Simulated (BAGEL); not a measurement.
**CH3BFNO (SMILES NC1(F)BO1): a chain of runs**

We compute the energy (HF/def2-SVP), then a single-point energy (NEVPT2(2,2)/def2-SVP), then the energy (CASPT2(2,2)/def2-SVP) of CH3BFNO. 

The results are computed with BAGEL 1.2.2.

2 further runs of the same task are left out: 2 set aside as unsound or not needed.

## (1) Starting point

The species is CH3BFNO (8 atoms), meant as a singlet with charge 0. As SMILES, `NC1(F)BO1`. One bond was lengthened or shortened from a relaxed shape.

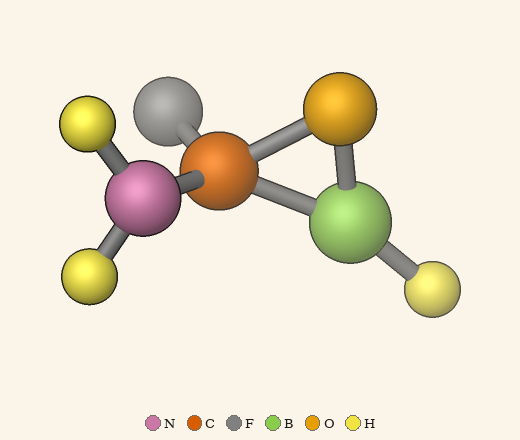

The structure, seen from a chosen angle (nitrogen pink, carbon orange, fluorine grey, boron green, oxygen amber, hydrogen yellow).

## (2) A single-point energy at HF/def2-SVP (density fitting with svp-jkfit) (run 1)

job.json reads:

```json
{ "bagel" : [

{
  "title" : "molecule",
  "basis" : "svp",
  "df_basis" : "svp-jkfit",
  "geometry" : [
    { "atom" : "N", "xyz" : [ -0.79519486,  2.14989228, -0.03915324 ] },
    { "atom" : "C", "xyz" : [  0.12151128, -0.13592044, -0.93526136 ] },
    { "atom" : "F", "xyz" : [  0.23073556, -0.25076666, -3.13373283 ] },
    { "atom" : "B", "xyz" : [  0.65724864, -2.49051919,  0.58540125 ] },
    { "atom" : "O", "xyz" : [  2.56454921, -0.91410966,  0.09445040 ] },
    { "atom" : "H", "xyz" : [ -2.70098366,  2.19089934,  0.01149142 ] },
    { "atom" : "H", "xyz" : [ -0.12301928,  3.64882304, -1.02332260 ] },
    { "atom" : "H", "xyz" : [  0.35413657, -4.44808649,  1.61870349 ] }
  ]
},
{ "title" : "hf" },
{ "title" : "print", "file" : "orbitals.molden", "orbitals" : "true" }

]}
```

Started as:

```bash
$ BAGEL_NUM_THREADS=1 BAGEL job.json > job.out
```

What it wrote:

```text
* using 1 threads per process

  ===============================================================
  ===============================================================

  *** Geometry ***

  { "atom" : "N", "xyz" : [     -0.795195,      2.149892,     -0.039153 ] },
  { "atom" : "C", "xyz" : [      0.121511,     -0.135920,     -0.935261 ] },
  { "atom" : "F", "xyz" : [      0.230736,     -0.250767,     -3.133733 ] },
  { "atom" : "B", "xyz" : [      0.657249,     -2.490519,      0.585401 ] },
  { "atom" : "O", "xyz" : [      2.564549,     -0.914110,      0.094450 ] },
  { "atom" : "H", "xyz" : [     -2.700984,      2.190899,      0.011491 ] },
  { "atom" : "H", "xyz" : [     -0.123019,      3.648823,     -1.023323 ] },
  { "atom" : "H", "xyz" : [      0.354137,     -4.448086,      1.618703 ] },

  Number of auxiliary basis functions:      435

  Since a DF basis is specified, we compute 2- and 3-index integrals:
    o Being stored without compression. Storage requirement is 0.025 GB

  Number of basis functions:       85
  Number of electrons      :       38

    * METHOD: MOLECULE                             0.19

  *** RHF ***

  === Nuclear Repulsion ===
   174.4321339585

      * DIIS with orbital gradients will be used.

  === RHF iteration (svp) ===
      0       -292.52514480          0.02019156           0.05
      1       -292.68652102          0.01366893           0.05
      2       -292.76489277          0.00202213           0.05
      3       -292.76712655          0.00091595           0.05
      4       -292.76757437          0.00012844           0.05
      5       -292.76759302          0.00005157           0.05
      6       -292.76759634          0.00002019           0.05
      7       -292.76759707          0.00000589           0.05
      8       -292.76759711          0.00000280           0.05
      9       -292.76759712          0.00000114           0.05
     10       -292.76759712          0.00000053           0.05
     11       -292.76759712          0.00000012           0.05
     12       -292.76759712          0.00000004           0.05
     13       -292.76759712          0.00000002           0.05
     14       -292.76759712          0.00000001           0.05
    * SCF iteration converged.

    * Permanent dipole moment:
           (    0.949544,    -0.080453,     0.199873) a.u.

    * METHOD: HF                                   0.85

    * METHOD: PRINT                                0.02

  ===============================================================
```

It took 1.2 s on 1 thread of Arm Neoverse V1, shared host; peak memory 0.11 GiB.

## (3) A single-point energy at NEVPT2(2,2)/def2-SVP (density fitting with svp-jkfit) (run 2)

nevpt2.json reads:

```json
{ "bagel": [

{
  "title": "molecule",
  "basis": "svp",
  "df_basis": "svp-jkfit",
  "geometry": [
    { "atom": "N", "xyz": [ -0.79519486,  2.14989228, -0.03915324 ] },
    { "atom": "C", "xyz": [  0.12151128, -0.13592044, -0.93526136 ] },
    { "atom": "F", "xyz": [  0.23073556, -0.25076666, -3.13373283 ] },
    { "atom": "B", "xyz": [  0.65724864, -2.49051919,  0.58540125 ] },
    { "atom": "O", "xyz": [  2.56454921, -0.91410966,  0.09445040 ] },
    { "atom": "H", "xyz": [ -2.70098366,  2.19089934,  0.01149142 ] },
    { "atom": "H", "xyz": [ -0.12301928,  3.64882304, -1.02332260 ] },
    { "atom": "H", "xyz": [  0.35413657, -4.44808649,  1.61870349 ] }
  ]
},
{
  "title": "hf"
},
{
  "title": "casscf",
  "nstate": 1,
  "nact": 2,
  "nclosed": 18,
  "active": [6, 37],
  "maxiter": 200,
  "natocc": "true"
},
{
  "title": "nevpt2",
  "nstate": 1,
  "nact": 2,
  "nclosed": 18,
  "active": [6, 37],
  "maxiter": 200,
  "natocc": "true",
  "ncore": 5
},
{
  "title": "print",
  "file": "orbitals.molden",
  "orbitals": "true"
}

]}
```

Started as:

```bash
$ BAGEL_NUM_THREADS=1 BAGEL nevpt2.json > nevpt2.out
```

What it wrote:

```text
* using 1 threads per process

  ===============================================================
  ===============================================================

  *** Geometry ***

  { "atom" : "N", "xyz" : [     -0.795195,      2.149892,     -0.039153 ] },
  { "atom" : "C", "xyz" : [      0.121511,     -0.135920,     -0.935261 ] },
  { "atom" : "F", "xyz" : [      0.230736,     -0.250767,     -3.133733 ] },
  { "atom" : "B", "xyz" : [      0.657249,     -2.490519,      0.585401 ] },
  { "atom" : "O", "xyz" : [      2.564549,     -0.914110,      0.094450 ] },
  { "atom" : "H", "xyz" : [     -2.700984,      2.190899,      0.011491 ] },
  { "atom" : "H", "xyz" : [     -0.123019,      3.648823,     -1.023323 ] },
  { "atom" : "H", "xyz" : [      0.354137,     -4.448086,      1.618703 ] },

  Number of auxiliary basis functions:      435

  Since a DF basis is specified, we compute 2- and 3-index integrals:
    o Being stored without compression. Storage requirement is 0.025 GB

  Number of basis functions:       85
  Number of electrons      :       38

    * METHOD: MOLECULE                             0.19

  *** RHF ***

  === Nuclear Repulsion ===
   174.4321339585

      * DIIS with orbital gradients will be used.

  === RHF iteration (svp) ===
      0       -292.52514480          0.02019156           0.05
      1       -292.68652102          0.01366893           0.04
      2       -292.76489277          0.00202213           0.05
      3       -292.76712655          0.00091595           0.04
      4       -292.76757437          0.00012844           0.04
      5       -292.76759302          0.00005157           0.04
      6       -292.76759634          0.00002019           0.04
      7       -292.76759707          0.00000589           0.04
      8       -292.76759711          0.00000280           0.04
      9       -292.76759712          0.00000114           0.04
     10       -292.76759712          0.00000053           0.04
     11       -292.76759712          0.00000012           0.04
     12       -292.76759712          0.00000004           0.04
     13       -292.76759712          0.00000002           0.04
     14       -292.76759712          0.00000001           0.04
    * SCF iteration converged.

    * Permanent dipole moment:
           (    0.949544,    -0.080453,     0.199873) a.u.

    * METHOD: HF                                   0.82

  ---------------------------
      CASSCF calculation
  ---------------------------

    ==== Active orbitals : =====
         Orbital 6
         Orbital 37
    ============================

    * nstate   :      1
    * nclosed  :     18
    * nact     :      2
    * nvirt    :     65
  === CASSCF iteration (svp) ===

    * Using the second-order algorithm

      0  0      -292.76801941     8.30e-05      0.02

      1  0      -292.77834823     8.03e-04      0.18

      2  0      -292.78341023     2.88e-04      0.31

      3  0      -292.78368193     9.77e-05      0.30

      4  0      -292.78369089     3.52e-05      0.33

      5  0      -292.78369113     1.10e-05      0.35

      6  0      -292.78369114     3.21e-06      0.36

      7  0      -292.78369114     9.12e-07      0.37

      8  0      -292.78369114     2.57e-07      0.31

      9  0      -292.78369114     7.23e-08      0.31

     10  0      -292.78369114     2.03e-08      0.25

     11  0      -292.78369114     5.68e-09      0.23

    * Second-order optimization converged. *

     guess   0:   closed 1.                   open ..

  === FCI iteration ===

      0  0      -292.76750109     1.17e-01      0.00
      1  0      -292.78367932     2.37e-03      0.00
      2  0 *    -292.78369114     1.08e-15      0.00

     * ci vector, state   0, <S^2> = 0.0000
       2.     0.9976222939
       .2    -0.0689184938

    * METHOD: CASSCF                               3.42

    * freezing 5 orbitals

  === DF-NEVPT2 calculation ===

    * 3-index integral transformation done
    * assembly done

      NEVPT2 correlation energy:   -0.7138988215      0.22

          (+0)     -0.6096292586
          (+0)'    -0.0465963328
          (+1)     -0.0109681004
          (+1)'    -0.0000000000
          (+2)     -0.0006124160
          (-1)     -0.0404699188
          (-1)'     0.0000000000
          (-2)     -0.0056227949

      NEVPT2 total energy:       -293.4975899634

    * METHOD: NEVPT2                               0.32

    * METHOD: PRINT                                0.02

  ===============================================================
```

Wall time 5.1 s (1 thread of Arm Neoverse V1, shared host); peak memory 0.14 GiB.

## (4) The energy at CASPT2(2,2)/def2-SVP (density fitting with svp-jkfit) (run 3)

calc.json reads:

```json
{ "bagel": [

{
  "title": "molecule",
  "basis": "svp",
  "df_basis": "svp-jkfit",
  "angstrom": false,
  "geometry": [
    { "atom": "N", "xyz": [    -0.79519486,     2.14989228,    -0.03915324 ] },
    { "atom": "C", "xyz": [     0.12151128,    -0.13592044,    -0.93526136 ] },
    { "atom": "F", "xyz": [     0.23073556,    -0.25076666,    -3.13373283 ] },
    { "atom": "B", "xyz": [     0.65724864,    -2.49051919,     0.58540125 ] },
    { "atom": "O", "xyz": [     2.56454921,    -0.91410966,     0.09445040 ] },
    { "atom": "H", "xyz": [    -2.70098366,     2.19089934,     0.01149142 ] },
    { "atom": "H", "xyz": [    -0.12301928,     3.64882304,    -1.02332260 ] },
    { "atom": "H", "xyz": [     0.35413657,    -4.44808649,     1.61870349 ] }
  ]
},

{
  "title": "hf"
},

{
  "title": "casscf",
  "nstate": 1,
  "nact": 2,
  "nclosed": 18,
  "active": [6, 37],
  "maxiter": 200,
  "natocc": true
},

{
  "title": "print",
  "file": "orbitals.molden",
  "orbitals": true
},

{
  "title": "smith",
  "method": "caspt2",
  "ms": true,
  "xms": true,
  "sssr": true,
  "shift": 0.2,
  "shift_imag": true,
  "ncore": 5
}

]}
```

Started as:

```bash
$ BAGEL_NUM_THREADS=1 BAGEL calc.json > calc.out
```

What it wrote:

```text
* using 1 threads per process

  ===============================================================
  ===============================================================

  *** Geometry ***

  { "atom" : "N", "xyz" : [     -0.795195,      2.149892,     -0.039153 ] },
  { "atom" : "C", "xyz" : [      0.121511,     -0.135920,     -0.935261 ] },
  { "atom" : "F", "xyz" : [      0.230736,     -0.250767,     -3.133733 ] },
  { "atom" : "B", "xyz" : [      0.657249,     -2.490519,      0.585401 ] },
  { "atom" : "O", "xyz" : [      2.564549,     -0.914110,      0.094450 ] },
  { "atom" : "H", "xyz" : [     -2.700984,      2.190899,      0.011491 ] },
  { "atom" : "H", "xyz" : [     -0.123019,      3.648823,     -1.023323 ] },
  { "atom" : "H", "xyz" : [      0.354137,     -4.448086,      1.618703 ] },

  Number of auxiliary basis functions:      435

  Since a DF basis is specified, we compute 2- and 3-index integrals:
    o Being stored without compression. Storage requirement is 0.025 GB

  Number of basis functions:       85
  Number of electrons      :       38

    * METHOD: MOLECULE                             0.19

  *** RHF ***

  === Nuclear Repulsion ===
   174.4321339585

      * DIIS with orbital gradients will be used.

  === RHF iteration (svp) ===
      0       -292.52514480          0.02019156           0.05
      1       -292.68652102          0.01366893           0.05
      2       -292.76489277          0.00202213           0.05
      3       -292.76712655          0.00091595           0.05
      4       -292.76757437          0.00012844           0.05
      5       -292.76759302          0.00005157           0.05
      6       -292.76759634          0.00002019           0.04
      7       -292.76759707          0.00000589           0.04
      8       -292.76759711          0.00000280           0.05
      9       -292.76759712          0.00000114           0.04
     10       -292.76759712          0.00000053           0.04
     11       -292.76759712          0.00000012           0.04
     12       -292.76759712          0.00000004           0.05
     13       -292.76759712          0.00000002           0.04
     14       -292.76759712          0.00000001           0.04
    * SCF iteration converged.

    * Permanent dipole moment:
           (    0.949544,    -0.080453,     0.199873) a.u.

    * METHOD: HF                                   0.84

  ---------------------------
      CASSCF calculation
  ---------------------------

    ==== Active orbitals : =====
         Orbital 6
         Orbital 37
    ============================

    * nstate   :      1
    * nclosed  :     18
    * nact     :      2
    * nvirt    :     65
  === CASSCF iteration (svp) ===

    * Using the second-order algorithm

      0  0      -292.76801941     8.30e-05      0.02

      1  0      -292.77834823     8.03e-04      0.18

      2  0      -292.78341023     2.88e-04      0.31

      3  0      -292.78368193     9.77e-05      0.31

      4  0      -292.78369089     3.52e-05      0.35

      5  0      -292.78369113     1.10e-05      0.37

      6  0      -292.78369114     3.21e-06      0.38

      7  0      -292.78369114     9.12e-07      0.38

      8  0      -292.78369114     2.57e-07      0.32

      9  0      -292.78369114     7.23e-08      0.31

     10  0      -292.78369114     2.03e-08      0.24

     11  0      -292.78369114     5.68e-09      0.23

    * Second-order optimization converged. *

     guess   0:   closed 1.                   open ..

  === FCI iteration ===

      0  0      -292.76750109     1.17e-01      0.00
      1  0      -292.78367932     2.37e-03      0.00
      2  0 *    -292.78369114     1.08e-15      0.00

     * ci vector, state   0, <S^2> = 0.0000
       2.     0.9976222939
       .2    -0.0689184938

    * METHOD: CASSCF                               3.52

    * METHOD: PRINT                                0.02

  === SMITH program ===

    * freezing 5 orbitals

    * Approximate memory requirement for SMITH calulation per MPI process:
      o Storage requirement for T-amplitude, lambda, and residual is 0.03 GB
      o Storage requirement for MO integrals is 0.01 GB
    * Calculating and saving rdm4f

    * Zeroth order energy : state  0       -2.2178026155

    * CASPT2 iteration is performed using orthogonal basis

      -------------------------------------------  CASPT2 iteration  ---------------------------------------------------
       #      aibj      arbs      arbi      airj      risj      airs      arst      rist         Etot      error   time
      ------------------------------------------------------------------------------------------------------------------

       0  -0.61062  -0.00646  -0.04165  -0.01281  -0.00083  -0.04136  -0.00000  -0.00000   -0.7137333  0.0032432   0.12
       1  -0.61155  -0.00656  -0.04205  -0.01327  -0.00092  -0.04277  -0.00000  -0.00000   -0.7171233  0.0005925   0.11
       2  -0.61167  -0.00657  -0.04203  -0.01331  -0.00092  -0.04282  -0.00000  -0.00000   -0.7173159  0.0001193   0.11
       3  -0.61167  -0.00657  -0.04203  -0.01329  -0.00093  -0.04284   0.00000  -0.00000   -0.7173208  0.0000242   0.11
       4  -0.61167  -0.00657  -0.04203  -0.01329  -0.00092  -0.04284  -0.00000  -0.00000   -0.7173211  0.0000060   0.11
       5  -0.61167  -0.00657  -0.04203  -0.01329  -0.00092  -0.04284   0.00000   0.00000   -0.7173211  0.0000014   0.12
       6  -0.61167  -0.00657  -0.04203  -0.01329  -0.00092  -0.04284   0.00000  -0.00000   -0.7173211  0.0000003   0.12

      ------------------------------------------------------------------------------------------------------------------

    * CASPT2 energy : state  0     -293.5035247751
        w/o shift correction       -293.5010122211
        reference weight              0.8366531911

    * METHOD: SMITH                                1.04

  ===============================================================
```

Wall time 6 s (1 thread of Arm Neoverse V1, shared host); peak memory 0.25 GiB.

## (5) Summary of results

| quantity | value |
| --- | --- |
| run 1, HF/def2-SVP: total energy | -292.76760 Eh |
| run 1, HF/def2-SVP: dipole moment | 2.47 D |
| run 1, HF/def2-SVP: HOMO energy | -10.97 eV |
| run 1, HF/def2-SVP: LUMO energy | 3.43 eV |
| run 1, HF/def2-SVP: HOMO–LUMO gap | 14.40 eV |
| run 2, NEVPT2(2,2)/def2-SVP: total energy | -293.49759 Eh |
| run 3, CASPT2(2,2)/def2-SVP: total energy | -293.50352 Eh |
